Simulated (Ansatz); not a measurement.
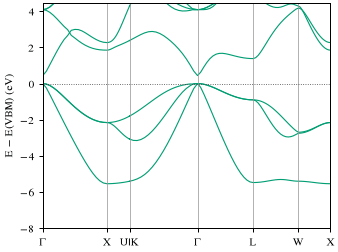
Figure. Band structure from the program Ansatz at the PBE level (PAW)

**Question.** Read off the gap and where the band edges lie.

**Answer.** About 0.4 eV (0.44 eV by a search for the band edges); maximum at Γ, minimum at Γ.

The material is InP (zinc blende, space group No. 216).

Space group F-43m (zinc blende). The PBE relaxation kept the symmetry of its start. Spin–orbit coupling is left out wherever it is not named.

Potentials: the earlier of the program's two PAW sets.
